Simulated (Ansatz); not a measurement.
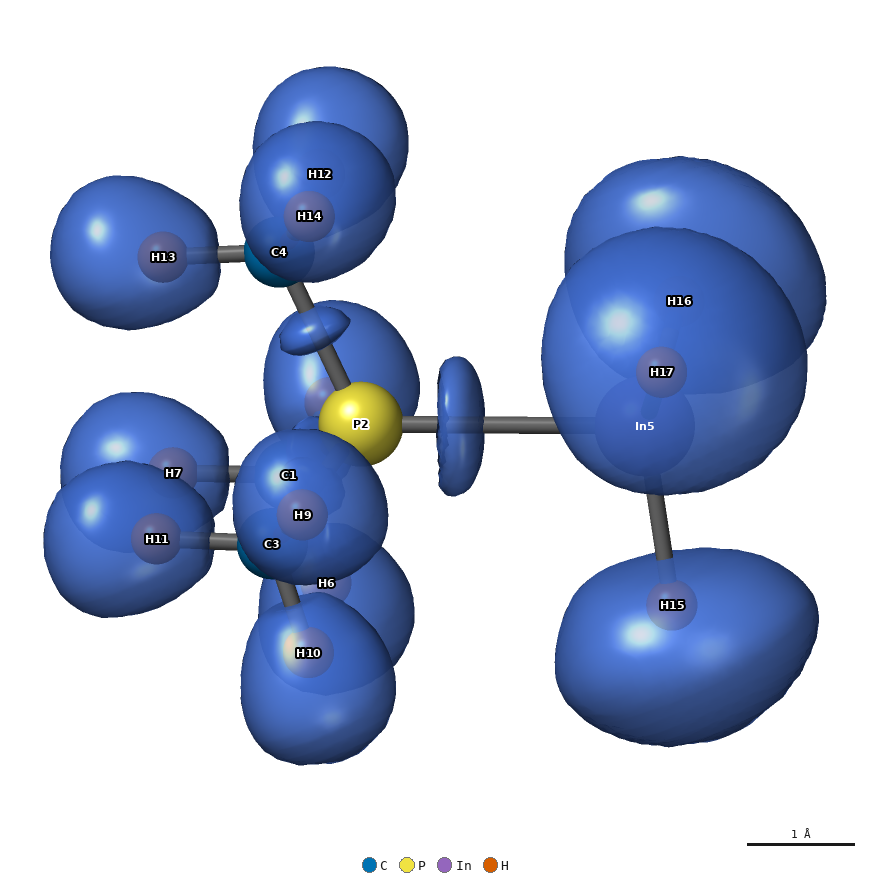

Figure. C₃H₁₂InP (SMILES C[P+](C)(C)[InH3-]). Isosurface of the electron localisation function at 0.9 (blue), seen across its widest extent. Core shells and regions of very low density are left out.

Geometry: PBE0-D4/def2-TZVP; core potentials replace the inner electrons of In.

The calculation used Ansatz 0.2.0, RKS PBE0-D4/def2-TZVPP.

```tsv
atom	x (Å)	y (Å)	z (Å)
C	-0.6036	0.3515	-1.7066
P	0.0325	-0.0243	-0.0453
C	1.7681	0.5129	-0.1125
C	0.1393	-1.8391	-0.0207
In	-1.3823	1.0334	1.9508
H	-0.6229	1.4336	-1.8462
H	0.0112	-0.1039	-2.4866
H	-1.6269	-0.0183	-1.7903
H	2.2612	0.2480	0.8242
H	1.8028	1.5985	-0.2174
H	2.3017	0.0507	-0.9463
H	-0.8674	-2.2578	-0.0670
H	0.7291	-2.2201	-0.8579
H	0.5951	-2.1583	0.9180
H	-1.2029	2.7076	1.5177
H	-2.9020	0.2600	1.6115
H	-0.4330	0.4256	3.2747
```

### Where are the electrons localised?

The surface consists of three regions between bonded C–P atoms (shared pairs), twelve regions around hydrogen nuclei and one lobe of the valence shell of P pointing towards In (polar bonds). Along the contacts the grid gives the following. C–P (1.82 Å): the ELF peaks at about 0.95 between the atoms, as expected for localised, covalent bonding. In–P (2.67 Å): the ELF peaks at about 1 in the valence shell of P, 1.0 Å from its nucleus, and drops to about 0.15 between the two atoms.
